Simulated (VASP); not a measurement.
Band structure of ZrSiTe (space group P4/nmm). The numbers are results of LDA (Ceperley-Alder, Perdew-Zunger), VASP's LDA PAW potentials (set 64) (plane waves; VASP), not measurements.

Unless said otherwise, spin-orbit coupling is left out, though it shifts the bands of the heavy elements here.

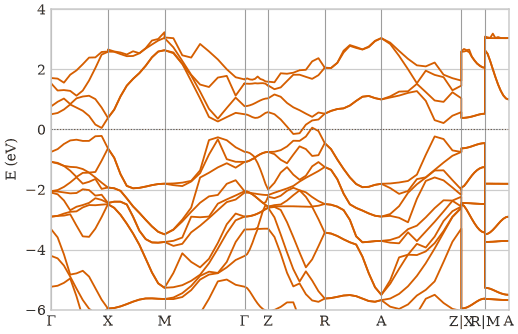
Fig. 1. Bands along high-symmetry lines, zero at the valence-band maximum or, without a gap, the Fermi level

Task: Read the plot: is there a gap, and where are the band edges?

Result: It has no gap at this level: it comes out as a metal or semimetal. (Edges off the drawn lines would not show.)

The structure comes from a computed database's ZrSiTe entry (P4/nmm); how it stands against other phases isn't given here. It was relaxed first, which changed the volume by -12 %.
